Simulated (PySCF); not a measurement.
# CH6GeS: electronic excitations and core binding energies

Aim: predict the electronic excitations and core binding energies of CH6GeS (`[CH3][GeH2][SH]`).

Computed with PySCF 2.14.0, with density-fitted response routines of our own, on a single molecule in the gas phase. Atoms count from 0, in the outputs and in this text.

## Step 1: The starting structure

9 atoms, charge 0, multiplicity 1; geometry from: GFN2-xTB.

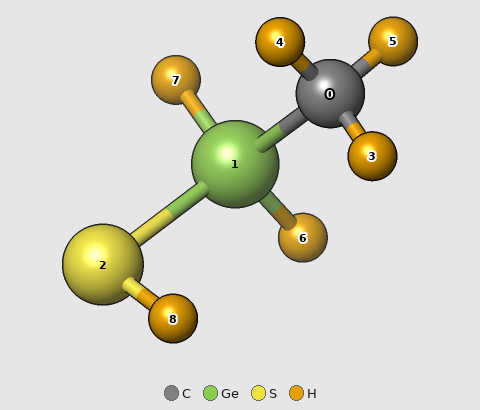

The starting geometry (carbon grey, germanium green, sulfur yellow, hydrogen amber), atoms numbered.

## Step 2: Excited states and response: CAM-B3LYP/def2-SVPD

Job settings and geometry (Å):

```
{"job": {"kind": "uv", "xc": "CAM-B3LYP", "basis": "def2-SVPD", "nstates": 8, "ntriplets": 3}, "charge": 0, "multiplicity": 1}
C     -1.224059     0.122095    -0.124911
Ge     0.599160    -0.631868    -0.049170
S      1.966530     0.748308     1.002873
H     -1.235356     1.052514    -0.688460
H     -1.588754     0.326101     0.878791
H     -1.903916    -0.575072    -0.604033
H      1.138990    -0.910406    -1.436075
H      0.652666    -1.923943     0.719642
H      1.608302     1.798265     0.276162
```

With the program's defaults for keys left out, this is: TDDFT CAM-B3LYP/def2-SVPD, vertical, gas phase, core orbitals frozen in the response.

The program printed:

```text
coarse grid: 33744 points
cycle   1  E = -2516.5843440991  dE = -5.899e-01  |g| = 4.770e-01  |ddm| = 3.222e+00
cycle   2  E = -2516.5915231219  dE = -7.179e-03  |g| = 4.853e-01  |ddm| = 8.677e-01
cycle   3  E = -2516.6250678134  dE = -3.354e-02  |g| = 2.295e-02  |ddm| = 4.532e-01
cycle   4  E = -2516.6251856452  dE = -1.178e-04  |g| = 1.126e-02  |ddm| = 5.375e-02
cycle   5  E = -2516.6252242616  dE = -3.862e-05  |g| = 1.429e-03  |ddm| = 1.983e-02
cycle   6  E = -2516.6252251088  dE = -8.472e-07  |g| = 4.175e-04  |ddm| = 3.413e-03
final grid: 68224 points
cycle   7  E = -2516.6252098420  dE = -6.369e-08  |g| = 2.917e-04  |ddm| = 1.689e-03
cycle   8  E = -2516.6252098527  dE = -1.066e-08  |g| = 2.416e-04  |ddm| = 6.499e-04
cycle   9  E = -2516.6252098674  dE = -1.476e-08  |g| = 2.619e-05  |ddm| = 2.780e-04
cycle  10  E = -2516.6252098677  dE = -2.628e-10  |g| = 7.753e-06  |ddm| = 4.678e-05
converged SCF energy = -2516.6252098677

Static polarisability (au): isotropic 65.653, principal 56.845 63.795 76.320

Singlet excitations
state   eV       nm        f      main configurations
  1   5.9638    207.9   0.00086   H->L 0.41, H->L+1 0.17, H->L+2 0.14
  2   6.0537    204.8   0.04269   H->L+1 0.70, H->L 0.26
  3   7.0584    175.7   0.01797   H->L+2 0.50, H->L 0.22
  4   7.4403    166.6   0.00192   H->L+3 0.60, H->L+2 0.22
  5   7.7390    160.2   0.01514   H->L+4 0.46, H->L+6 0.17, H->L+7 0.15
  6   7.8351    158.2   0.08072   H-1->L 0.50, H-1->L+1 0.23, H->L+5 0.09
  7   7.9045    156.9   0.04562   H->L+5 0.31, H->L+4 0.25, H-1->L+1 0.15
  8   7.9819    155.3   0.06135   H->L+5 0.27, H-1->L 0.16, H->L+7 0.11

Triplet excitations (Tamm-Dancoff, eV): 5.5772 5.6181 6.7874
```

It took 11 s on 1 thread, shared host.

Frontier orbitals and where they lie:

```
orbital      eV                       atoms
 HOMO−3  -11.06  Ge1 35 %, H6 23 %, H7 13 %
 HOMO−2  -10.86  Ge1 30 %, C0 22 %, H7 20 %
 HOMO−1  -10.16  S2 54 %, Ge1 18 %, C0 14 %
   HOMO   -8.52   S2 74 %, Ge1 10 %, H8 7 %
   LUMO    0.87  Ge1 34 %, S2 26 %, H8 10 %
 LUMO+1    0.90  S2 43 %, Ge1 24 %, H6 10 %
 LUMO+2    1.38  S2 25 %, C0 19 %, Ge1 15 %
```

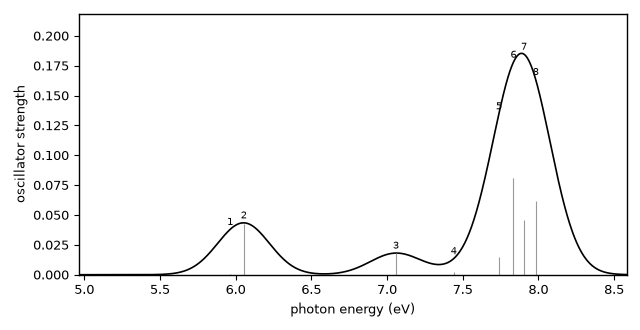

Absorption spectrum from the 8 singlet states computed; above the last one it falls off for lack of states. Lines are broadened to a width of 0.40 eV (Gaussian).

Ground-state properties from the same run:

```
           property  computed
  dipole moment (D)      1.91
polarisability (Å³)      9.73
 HOMO–LUMO gap (eV)      9.38
      −ε(HOMO) (eV)      8.52
```

## Step 3: Core holes by ΔSCF: SCAN, X2C

Settings changed since step 2:

```diff
@@ -1,2 +1,2 @@
-{"job": {"kind": "uv", "xc": "CAM-B3LYP", "basis": "def2-SVPD", "nstates": 8, "ntriplets": 3}, "charge": 0, "multiplicity": 1}
+{"job": {"kind": "xps"}, "charge": 0, "multiplicity": 1}
 C     -1.224059     0.122095    -0.124911
```

Level: delta-SCF UKS SCAN, pcX-2 on the ionised atom, pcseg-1 elsewhere, spin-free X2C.

The program printed:

```text
ground state, core basis on atom 0 (C), 120 functions
  cycle   1  E = -2534.81488464  |g| = 4.40e-01
  cycle   2  E = -2534.76823819  |g| = 5.94e-01
  cycle   3  E = -2534.86650178  |g| = 4.17e-02
  cycle   4  E = -2534.86702665  |g| = 1.84e-02
  cycle   5  E = -2534.86713042  |g| = 6.22e-03
  cycle   6  E = -2534.86714085  |g| = 2.79e-03
  cycle   7  E = -2534.86714320  |g| = 7.95e-04
  cycle   8  E = -2534.86714512  |g| = 1.45e-04
  E(ground) = -2535.01280113 Eh
hole in C 1s of atom 0
  cycle   1  E = -2523.61894742  |g| = 1.50e+00
  cycle   2  E = -2522.83087416  |g| = 1.84e+00
  cycle   3  E = -2524.11050492  |g| = 3.88e-01
  cycle   4  E = -2524.14686236  |g| = 2.59e-01
  cycle   5  E = -2524.19290503  |g| = 5.33e-02
  cycle   6  E = -2524.19447380  |g| = 9.65e-03
  cycle   7  E = -2524.19453251  |g| = 4.85e-03
  cycle   8  E = -2524.19454754  |g| = 1.26e-03
  cycle   9  E = -2524.19454925  |g| = 6.39e-04
  cycle  10  E = -2524.19455091  |g| = 1.90e-04
  E(ion) = -2524.33976273 Eh   <S^2> = 0.7683   hole on atom = 1.000   binding energy = 290.428 eV
ground state, core basis on atom 2 (S), 131 functions
  cycle   1  E = -2535.01205618  |g| = 4.05e-01
  cycle   2  E = -2535.01192475  |g| = 4.16e-02
  cycle   3  E = -2535.01130705  |g| = 6.01e-02
  cycle   4  E = -2535.01243415  |g| = 5.17e-03
  cycle   5  E = -2535.01243676  |g| = 1.91e-03
  cycle   6  E = -2535.01243629  |g| = 1.94e-04
  E(ground) = -2535.14428245 Eh
hole in S 1s of atom 2
  cycle   1  E = -2442.78200235  |g| = 5.08e+00
  cycle   2  E = -2443.11825540  |g| = 2.14e+00
  cycle   3  E = -2443.57172731  |g| = 8.88e-01
  cycle   4  E = -2443.94040493  |g| = 3.19e-01
  cycle   5  E = -2443.99122979  |g| = 1.01e-01
  cycle   6  E = -2443.99639464  |g| = 2.98e-02
  cycle   7  E = -2443.99677684  |g| = 9.69e-03
  cycle   8  E = -2443.99682189  |g| = 3.97e-03
  cycle   9  E = -2443.99682979  |g| = 4.82e-04
  E(ion) = -2444.12106072 Eh   <S^2> = 0.7513   hole on atom = 1.000   binding energy = 2476.868 eV
hole in S 2p of atom 2
  cycle   1  E = -2528.34142009  |g| = 1.52e+00
  cycle   2  E = -2528.30139322  |g| = 1.21e+00
  cycle   3  E = -2528.73802158  |g| = 2.70e-01
  cycle   4  E = -2528.77239860  |g| = 1.23e-01
  cycle   5  E = -2528.78012213  |g| = 4.54e-02
  cycle   6  E = -2528.78126824  |g| = 1.09e-02
  cycle   7  E = -2528.78133797  |g| = 3.63e-03
  cycle   8  E = -2528.78134376  |g| = 8.27e-04
  cycle   9  E = -2528.78134448  |g| = 3.56e-04
  E(ion) = -2528.92086607 Eh   <S^2> = 0.7528   hole on atom = 1.001   binding energy = 169.348 eV
  2p3/2 = 169.104 eV   2p1/2 = 170.350 eV
```

It took 12 s on 1 thread, shared host.

Binding energies by hole, beside the orbital energy of the ground state; the difference holds orbital relaxation and, for a density functional, its self-interaction error:

```
     hole  stands for                 environment  ΔSCF (eV; 2p as the shell's mean)  −ε (eV)   ⟨S²⟩
C1s on C0          C0  methyl carbon bonded to Ge                             290.43    273.7  0.768
S1s on S2          S2      sulfur bonded to Ge, H                            2476.87   2414.7  0.751
S2p on S2          S2      sulfur bonded to Ge, H                             169.52    157.9  0.753
```

With the spin-orbit splitting: S2 2p3/2 169.10, 2p1/2 170.35 eV. The table gives each 2p level as the mean over the whole 2p shell (two parts 2p3/2, one part 2p1/2), which differs a little from the single hole in the log.

## Step 4: What came out

| quantity | value |
| --- | --- |
| lowest singlet (CAM-B3LYP/def2-SVPD) | 5.96 eV (208 nm), f = 0.001 |
| brightest single state of those computed | state 6, 7.84 eV, f = 0.081 |
| lowest triplet | 5.58 eV |
| C1s binding energies, SCAN/pcX-2 | C0 290.43 eV |
| S1s binding energies, SCAN/pcX-2 | S2 2476.87 eV |
| S2p binding energies, SCAN/pcX-2 | S2 169.52 eV |

What this shows: The first singlet state (HOMO→LUMO 0.41, HOMO→LUMO+1 0.17) lies at 5.96 eV and is dark; of the 8 states computed, the strongest absorption comes from state 6 at 7.84 eV (the last state computed is bright too, and its partners may lie past the list). The lowest triplet lies 0.39 eV below the lowest singlet (triplets in Tamm-Dancoff, singlets in full TDDFT).
